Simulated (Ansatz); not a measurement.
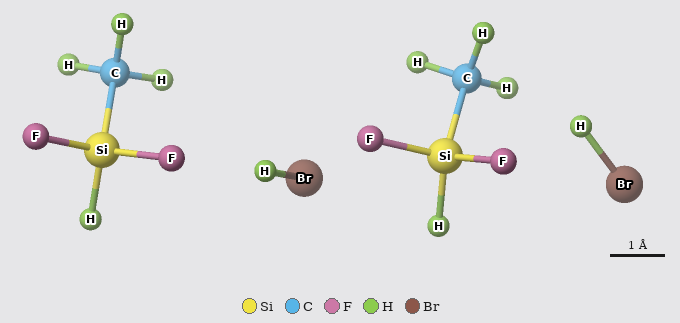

Two geometries of CH5BrF2Si, drawn at one scale. One is the start of a relaxation, the other its converged end. A ball-and-stick model, seen at a tilt.

The calculation used RKS r2SCAN/def2-SVP (Ansatz). Settings: no spin polarisation; force threshold 0.03 eV/Å; at most 50 steps.

**Which geometry has the lower energy?**

The left one is the relaxed one. The run prepares an end point of a later path (reaction) calculation, from a guessed geometry. Over 10 accepted moves (11 points after the start) the energy falls by 6.34 kcal/mol. The largest force component goes from 0.83 to 0.013 eV/Å. The line search rejected the trial step at point 10 of the run. The largest move after the best rigid fit is that of an H atom, 1.10 Å. Largest moves by element: H 1.10 Å, Br 0.41 Å, F 0.32 Å, C 0.26 Å, Si 0.14 Å. Some distances before and after: Br–H 1.475 → 1.429 Å, C–Si 1.864 → 1.841 Å, F–Si 1.621 → 1.635 Å, C–H 1.107 → 1.101 Å. Among the angles between lasting bonds that change: Si–C–H 115.7° → 110.6°, Si–C–H 107.9° → 111.1°, C–Si–F 107.3° → 110.3°. The run took 50 s on 4 threads of Arm Neoverse N1, with other jobs on the host, peak memory 0.21 GiB.
